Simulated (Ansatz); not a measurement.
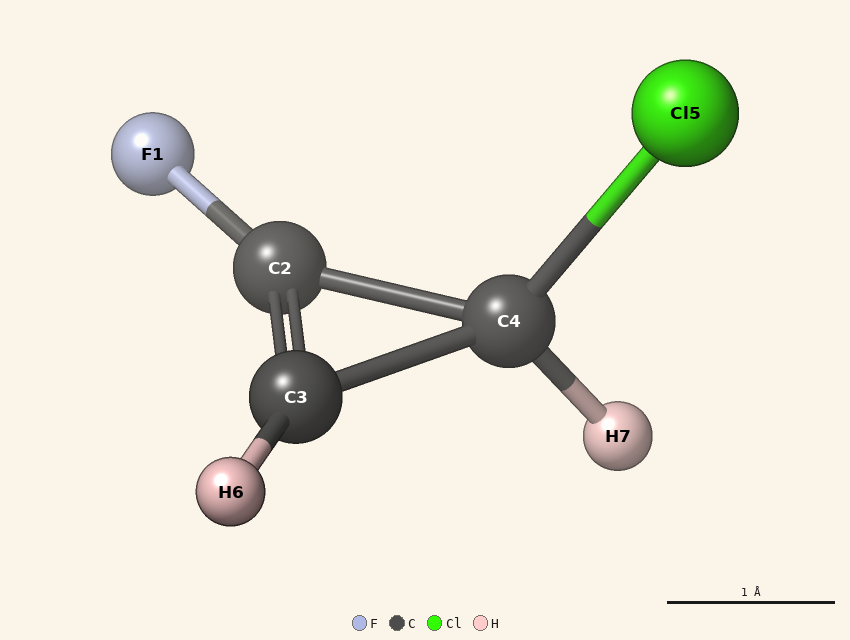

Orthographic view. Atoms fade into the background with distance from the viewer. Computed geometry: PBE-D4/def2-SVP optimisation. No frequency run is at hand to confirm it as a minimum.

Write a MOL file (V2000) with the atoms in numerical order, bonds sorted by atom number with the orders drawn, and coordinates in the frame of the picture: x right, y up, z towards the viewer, origin at the mean position.

```
C3H2ClF
                    3D

  7  7  0  0  0  0  0  0  0  0999 V2000
   -1.4600    0.9500   -1.3200 F   0  0  0  0  0  0  0  0  0  0  0  0
   -0.7000    0.2600   -0.4900 C   0  0  0  0  0  0  0  0  0  0  0  0
   -0.6000   -0.5100    0.5600 C   0  0  0  0  0  0  0  0  0  0  0  0
    0.6800   -0.0600   -0.1300 C   0  0  2  0  0  0  0  0  0  0  0  0
    1.7400    1.1900    0.6700 Cl  0  0  0  0  0  0  0  0  0  0  0  0
   -0.9900   -1.0800    1.4100 H   0  0  0  0  0  0  0  0  0  0  0  0
    1.3300   -0.7500   -0.6900 H   0  0  0  0  0  0  0  0  0  0  0  0
  1  2  1  0
  2  3  2  0
  2  4  1  0
  3  4  1  0
  3  6  1  0
  4  5  1  0
  4  7  1  0
M  END
```
